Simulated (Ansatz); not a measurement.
Consider C₂H₂OZn (SMILES O=C=[CH][ZnH]).

Input file:

```
crystal:
  periodic: [false, false, false]
  atoms:
    - {symbol: C, position_ang: [0.858020, 0.698381, -0.719191]}
    - {symbol: C, position_ang: [1.964601, -0.001506, -0.716288]}
    - {symbol: O, position_ang: [-0.140890, 1.295925, -0.665810]}
    - {symbol: Zn, position_ang: [2.408385, -1.169112, 0.735379]}
    - {symbol: H, position_ang: [2.636204, 0.099408, -1.574272]}
    - {symbol: H, position_ang: [2.802384, -2.117157, 1.879339]}
basis:
  gaussian: {orbitals: def2-TZVPD}
total_charge: 0
hamiltonian: {xc: {name: PBE0}}
output: {forces: true, orbitals: {seedname: orbitals}}
```

Run with:

```sh
ansatz run input.yaml --threads 2 --pin off --max-ram 4350MiB --events-out events.jsonl --progress --plain --runs-dir runs
```

Geometry: PBE0-D3(BJ)/def2-SVP.

Theory: isolated molecule in a Gaussian basis; Kohn-Sham density functional theory, functional PBE0 in Ansatz 0.2.0.

**What can the converged electron density and electron localisation function tell about the bonding?**

C–O (1.17 Å): the density is about 3.7 e/Å³ at the midpoint; the ELF peaks at about 0.85 between the atoms: a multiple bond.
C–C (1.31 Å): ρ at the midpoint is about 2.3 e/Å³; the ELF peaks at about 0.90 between the atoms; a short, multiple covalent bond.
C–Zn (1.92 Å): the density is about 0.77 e/Å³ at the midpoint; the ELF peaks at about 0.90 in the valence shell of C, 0.7 Å from its nucleus, and is about 0.35 at the midpoint.
C–H (1.09 Å): the density is about 1.9 e/Å³ at the midpoint; the ELF climbs to about 1 towards the hydrogen, as it does in any bond to H (a covalent bond by its length).

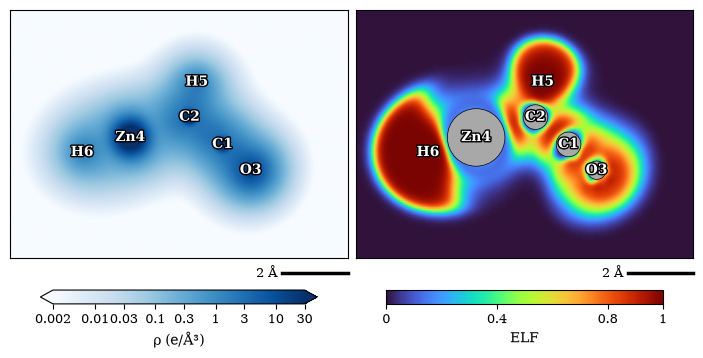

Computed electron density and electron localisation function on the molecular plane, in this order. Grey discs cover the atomic cores in the ELF map. 
